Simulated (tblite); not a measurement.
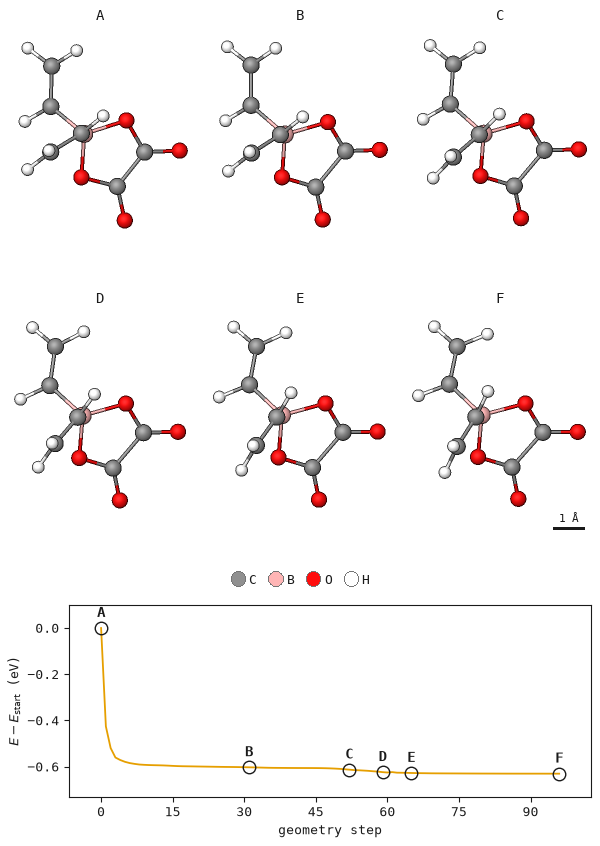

Frames of a relaxation of C6H6BO4 (charge −1), marked on the history of the run. Style: ball-and-stick. Shown from a free direction.

Method: GFN2-xTB geometry optimisation, gas phase in tblite. 

### Describe the path.

The energy falls by 0.630 eV in 96 geometry steps. The largest moves after the best rigid fit, 0.88 Å, are those of H atoms. By element the largest moves are H 0.88 Å, C 0.45 Å, O 0.27 Å, B 0.13 Å. Some distances before and after: C–C 1.443 → 1.542 Å, C–O 1.380 → 1.298 Å, C–O 1.267 → 1.216 Å, B–C 1.569 → 1.612 Å. Bond angles that change, for instance: C–C–B 121.1° → 125.8°, C–C–H 119.8° → 123.3°, B–C–H 119.2° → 115.8°. Groups turn about B–C by about 30°, B–C by about 30°. Cost: 1.1 s on 1 thread of Arm Neoverse N1, on a shared host. From step 0 to 31: an H atom moves most (0.13 Å), energy −0.603 eV. From step 31 to 52: an H atom moves most (0.28 Å), energy −0.010 eV. From step 52 to 59: H atoms move most (0.27 Å), energy −0.011 eV. From step 59 to 65: an H atom moves most (0.16 Å), energy −0.004 eV. From step 65 to 96: H atoms move most (0.13 Å), energy −0.003 eV.

| step | E − E(0), eV |
| --- | --- |
| 0 | 0.0000 |
| 1 | -0.4255 |
| 2 | -0.5193 |
| 3 | -0.5602 |
| 4 | -0.5710 |
| 5 | -0.5789 |
| 6 | -0.5844 |
| 7 | -0.5878 |
| 8 | -0.5906 |
| 9 | -0.5919 |
| 10 | -0.5929 |
| 15 | -0.5965 |
| 19 | -0.5986 |
| 24 | -0.6004 |
| 28 | -0.6015 |
| 33 | -0.6036 |
| 37 | -0.6052 |
| 42 | -0.6057 |
| 46 | -0.6062 |
| 51 | -0.6110 |
| 55 | -0.6167 |
| 60 | -0.6252 |
| 64 | -0.6267 |
| 69 | -0.6286 |
| 73 | -0.6291 |
| 78 | -0.6296 |
| 82 | -0.6298 |
| 87 | -0.6300 |
| 91 | -0.6301 |
| 96 | -0.6302 |
